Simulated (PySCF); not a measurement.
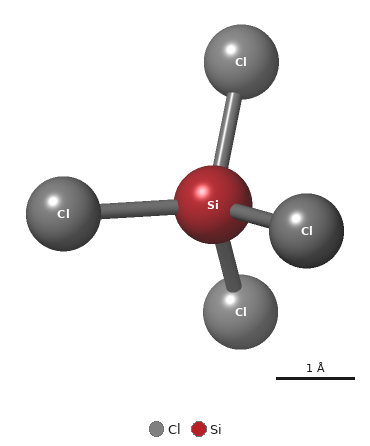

Figure 1. The input geometry (ball-and-stick view, seen at a tilt).

# SiCl$_{4}$: property calculation

SiCl$_{4}$, computed with PBE/ANO-RCC-MB, RKS, sfX2C (PySCF 2.14.0).

The geometry comes from this level: PBE0-D4/def2-TZVP.

### Log
```
PySCF version 2.14.0

[INPUT] num. atoms = 5
[INPUT] num. electrons = 82
[INPUT] charge = 0
[INPUT] spin (= nelec alpha-beta = 2S) = 0
[INPUT] symmetry False subgroup None
[INPUT] Mole.unit = angstrom
[INPUT] Symbol           X                Y                Z      unit          X                Y                Z       unit  Magmom
[INPUT]  1 Cl    -0.962600000000  -0.087600000000   1.762300000000 AA   -1.819050367506  -0.165540008512   3.330264349321 Bohr   0.0
[INPUT]  2 Si     0.010000000000  -0.014700000000  -0.008300000000 AA    0.018897261246  -0.027778974031  -0.015684726834 Bohr   0.0
[INPUT]  3 Cl     1.655400000000  -1.185900000000   0.078100000000 AA    3.128252626605  -2.241026211122   0.147587610329 Bohr   0.0
[INPUT]  4 Cl    -1.212100000000  -0.676900000000  -1.476100000000 AA   -2.290537035585  -1.279155613718  -2.789424732470 Bohr   0.0
[INPUT]  5 Cl     0.559300000000   1.891400000000  -0.397500000000 AA    1.056923821469   3.574227992002  -0.751166134515 Bohr   0.0

nuclear repulsion = 527.177977608465
number of shells = 10
number of NR pGTOs = 265
number of NR cGTOs = 45
basis = ano-rcc-mb
ecp = {}

******** <class 'pyscf.x2c.sfx2c1e.sfX2C1eRKS'> ********
method = sfX2C1eRKS
initial guess = minao
damping factor = 0
level_shift factor = 0
DIIS = <class 'pyscf.scf.diis.CDIIS'>
diis_start_cycle = 1
diis_space = 8
diis_damp = 0
SCF conv_tol = 1e-10
SCF conv_tol_grad = None
SCF max_cycles = 50
direct_scf = True
direct_scf_tol = 1e-13
XC library pyscf.dft.libxc version 7.0.0
    S. Lehtola, C. Steigemann, M. J.T. Oliveira, and M. A.L. Marques.,  SoftwareX 7, 1–5 (2018)
XC functionals = pbe
    J. P. Perdew, K. Burke, and M. Ernzerhof.,  Phys. Rev. Lett. 77, 3865 (1996)
    J. P. Perdew, K. Burke, and M. Ernzerhof.,  Phys. Rev. Lett. 78, 1396 (1997)
    J. P. Perdew, K. Burke, and M. Ernzerhof.,  Phys. Rev. Lett. 77, 3865 (1996)
    J. P. Perdew, K. Burke, and M. Ernzerhof.,  Phys. Rev. Lett. 78, 1396 (1997)
radial grids:
    Treutler-Ahlrichs [JCP 102, 346 (1995); DOI:10.1063/1.469408] (M4) radial grids

becke partition: Becke, JCP 88, 2547 (1988); DOI:10.1063/1.454033
pruning grids: <function nwchem_prune>
grids dens level: 4
symmetrized grids: False
atomic radii adjust function: <function treutler_atomic_radii_adjust>
small_rho_cutoff = 0

******** <class 'pyscf.x2c.sfx2c1e.SpinFreeX2CHelper'> ********
approx = 1e
xuncontract = 1
Set gradient conv threshold to 1e-05
Initial guess from minao.
tot grids = 143680
init E= -2136.65930469863
  HOMO = -0.335070282975967  LUMO = -0.0471351848134738  gap/eV = 7.83511
cycle= 1 E= -2135.52459170834  delta_E= 1.13  |g|= 0.486  |ddm|=    3
  HOMO = -0.343505495999718  LUMO = -0.194179680633265  gap/eV = 4.06336
cycle= 2 E= -2135.48520064104  delta_E= 0.0394  |g|= 0.57  |ddm|= 2.79
  HOMO = -0.338760617745586  LUMO = -0.143567101301956  gap/eV = 5.31149
cycle= 3 E= -2135.6603297841  delta_E= -0.175  |g|= 0.00718  |ddm|= 1.59
  HOMO = -0.341026666623119  LUMO = -0.146649665960863  gap/eV = 5.28927
cycle= 4 E= -2135.66036047722  delta_E= -3.07e-05  |g|= 0.000661  |ddm|= 0.0274
  HOMO = -0.340870028638351  LUMO = -0.146490172848187  gap/eV = 5.28935
cycle= 5 E= -2135.66036075186  delta_E= -2.75e-07  |g|= 2.69e-05  |ddm|= 0.00243
  HOMO = -0.340873148763462  LUMO = -0.146492990705804  gap/eV = 5.28935
cycle= 6 E= -2135.66036075204  delta_E= -1.78e-10  |g|= 1.93e-05  |ddm|= 0.000142
  HOMO = -0.340874835319798  LUMO = -0.146493063585861  gap/eV = 5.28940
cycle= 7 E= -2135.6603607523  delta_E= -2.57e-10  |g|= 4.49e-07  |ddm|= 7.11e-05
  HOMO = -0.340874811154986  LUMO = -0.146493054340461  gap/eV = 5.28940
cycle= 8 E= -2135.66036075229  delta_E= 2.27e-12  |g|= 1.22e-08  |ddm|= 1.53e-06
  HOMO = -0.340874810999849  LUMO = -0.146493051382481  gap/eV = 5.28940
Extra cycle  E= -2135.66036075229  delta_E= -4.55e-13  |g|= 1.35e-08  |ddm|= 6.66e-08
converged SCF energy = -2135.66036075229
total energy: -2135.66036075 hartree
**** SCF Summaries ****
Total Energy =                       -2135.660360752293400
Nuclear Repulsion Energy =             527.177977608464516
One-electron Energy =                -3996.044172949042604
Two-electron Energy =                 1333.205834588284461
Two-electron Coulomb Energy =         1466.953292815643408
DFT Exchange-Correlation Energy =     -133.747458227358919
HOMO-LUMO gap [eV] =                     5.289397096195043
**** MO energy ****
MO #1   energy= -101.083698576585  occ= 2
MO #2   energy= -101.083695557481  occ= 2
MO #3   energy= -101.08368708815   occ= 2
MO #4   energy= -101.083683674805  occ= 2
MO #5   energy= -65.9056280787762  occ= 2
MO #6   energy= -9.3189259059423   occ= 2
MO #7   energy= -9.31892228891942  occ= 2
MO #8   energy= -9.31891443266275  occ= 2
MO #9   energy= -9.31890588927896  occ= 2
MO #10  energy= -7.08320252876837  occ= 2
MO #11  energy= -7.08320029805055  occ= 2
MO #12  energy= -7.0831919304468   occ= 2
MO #13  energy= -7.08318835663289  occ= 2
MO #14  energy= -7.06936719547072  occ= 2
MO #15  energy= -7.06936570611527  occ= 2
MO #16  energy= -7.06936287913461  occ= 2
MO #17  energy= -7.06936008215851  occ= 2
MO #18  energy= -7.06935580299926  occ= 2
MO #19  energy= -7.06935230135274  occ= 2
MO #20  energy= -7.06933917435576  occ= 2
MO #21  energy= -7.06933789844314  occ= 2
MO #22  energy= -5.40855397522081  occ= 2
MO #23  energy= -3.79485002057762  occ= 2
MO #24  energy= -3.7948496222322   occ= 2
MO #25  energy= -3.79484925246574  occ= 2
MO #26  energy= -0.918640610905931 occ= 2
MO #27  energy= -0.852984537291805 occ= 2
MO #28  energy= -0.852976447576915 occ= 2
MO #29  energy= -0.852969915279708 occ= 2
MO #30  energy= -0.567695127400888 occ= 2
MO #31  energy= -0.464473857908518 occ= 2
MO #32  energy= -0.464470364585514 occ= 2
MO #33  energy= -0.464469161082272 occ= 2
MO #34  energy= -0.373116346702666 occ= 2
MO #35  energy= -0.373115357943576 occ= 2
MO #36  energy= -0.367014551802716 occ= 2
MO #37  energy= -0.367012853780052 occ= 2
MO #38  energy= -0.367011419285055 occ= 2
MO #39  energy= -0.340880204308183 occ= 2
MO #40  energy= -0.340877358588312 occ= 2
MO #41  energy= -0.340874810999849 occ= 2
MO #42  energy= -0.146493051382481 occ= 0
MO #43  energy= -0.0537695062228595 occ= 0
MO #44  energy= -0.0537661575227373 occ= 0
MO #45  energy= -0.0537526526137047 occ= 0
 ** Mulliken pop on meta-lowdin orthogonal AOs  **
 ** Mulliken pop  **
pop of  0 Cl 1s           2.00000
pop of  0 Cl 2s           1.99998
pop of  0 Cl 3s           1.89920
pop of  0 Cl 2px          1.99998
pop of  0 Cl 2py          1.99999
pop of  0 Cl 2pz          1.99996
pop of  0 Cl 3px          1.79757
pop of  0 Cl 3py          1.90941
pop of  0 Cl 3pz          1.53728
pop of  1 Si 1s           2.00000
pop of  1 Si 2s           2.00000
pop of  1 Si 3s           1.08950
pop of  1 Si 2px          1.99995
pop of  1 Si 2py          1.99995
pop of  1 Si 2pz          1.99995
pop of  1 Si 3px          0.77905
pop of  1 Si 3py          0.77905
pop of  1 Si 3pz          0.77905
pop of  2 Cl 1s           2.00000
pop of  2 Cl 2s           1.99998
pop of  2 Cl 3s           1.89921
pop of  2 Cl 2px          1.99996
pop of  2 Cl 2py          1.99998
pop of  2 Cl 2pz          1.99999
pop of  2 Cl 3px          1.58815
pop of  2 Cl 3py          1.74694
pop of  2 Cl 3pz          1.90917
pop of  3 Cl 1s           2.00000
pop of  3 Cl 2s           1.99998
pop of  3 Cl 3s           1.89921
pop of  3 Cl 2px          1.99998
pop of  3 Cl 2py          1.99999
pop of  3 Cl 2pz          1.99997
pop of  3 Cl 3px          1.73246
pop of  3 Cl 3py          1.85790
pop of  3 Cl 3pz          1.65390
pop of  4 Cl 1s           2.00000
pop of  4 Cl 2s           1.99998
pop of  4 Cl 3s           1.89921
pop of  4 Cl 2px          1.99999
pop of  4 Cl 2py          1.99995
pop of  4 Cl 2pz          1.99999
pop of  4 Cl 3px          1.87417
pop of  4 Cl 3py          1.47805
pop of  4 Cl 3pz          1.89204
 ** Mulliken atomic charges  **
charge of    0Cl =     -0.14337
charge of    1Si =      0.57352
charge of    2Cl =     -0.14339
charge of    3Cl =     -0.14339
charge of    4Cl =     -0.14337
Dipole moment(X, Y, Z, Debye): -0.00004,  0.00027,  0.00005
Traceless quadrupole moment (Debye*A):

IAO charges [-0.1313  0.5251 -0.1313 -0.1313 -0.1313]
```

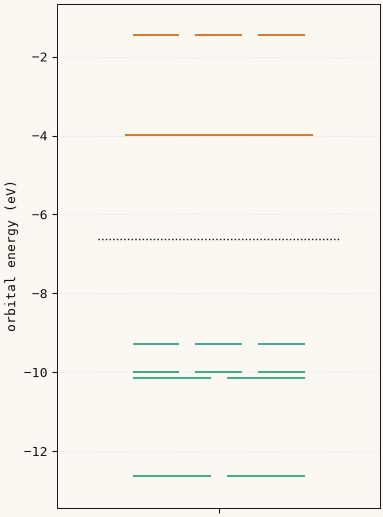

Figure 2. Orbital energies near the frontier; the dotted line parts filled from empty levels, and levels within 0.02 eV of each other stand side by side. Highest filled −9.28 eV, lowest empty −3.99 eV, 5.29 eV apart.

This output came from the following input.

### Input (job.py)
```python
import numpy
from pyscf import gto, scf, dft, lo

mol = gto.Mole()
mol.atom = '''
Cl    -0.962600    -0.087600     1.762300
Si     0.010000    -0.014700    -0.008300
Cl     1.655400    -1.185900     0.078100
Cl    -1.212100    -0.676900    -1.476100
Cl     0.559300     1.891400    -0.397500
'''
mol.max_memory = 1860
mol.charge = 0
mol.basis = 'ano-rcc-mb'
mol.verbose = 4
mol.build()

calc0 = dft.RKS(mol)
calc0.xc = 'pbe'
calc0 = calc0.x2c()
calc0.conv_tol = 1e-10
calc0.grids.level = 4
calc0.kernel()
if not calc0.converged:
    calc0 = calc0.newton().run(calc0.mo_coeff, calc0.mo_occ)

e_final = calc0.e_tot
print(f'total energy: {e_final:.8f} hartree')
calc0.analyze()
quad = calc0.quad_moment()
occ = calc0.mo_coeff[:, calc0.mo_occ > 0]
iaos = lo.vec_lowdin(lo.iao.iao(mol, occ), calc0.get_ovlp())
c = iaos.T @ calc0.get_ovlp() @ occ
pop_iao, q_iao = scf.hf.mulliken_pop(lo.iao.reference_mol(mol), (c * calc0.mo_occ[calc0.mo_occ > 0]) @ c.T, numpy.eye(c.shape[0]), verbose=0)
print('IAO charges', numpy.round(q_iao, 4))
```

Command:
```bash
OMP_NUM_THREADS=1 python job.py
```

### Results in brief

- outcome: converged
- total energy: −2135.660361 hartree
- basis functions: 45
- HOMO: −9.28 eV
- LUMO: −3.99 eV
- dipole moment: 0.00 D
- hardware: 1 thread of Arm Neoverse V2, 24 GiB of memory available, shared host
- wall time: 11 s
- peak memory: 0.31 GiB
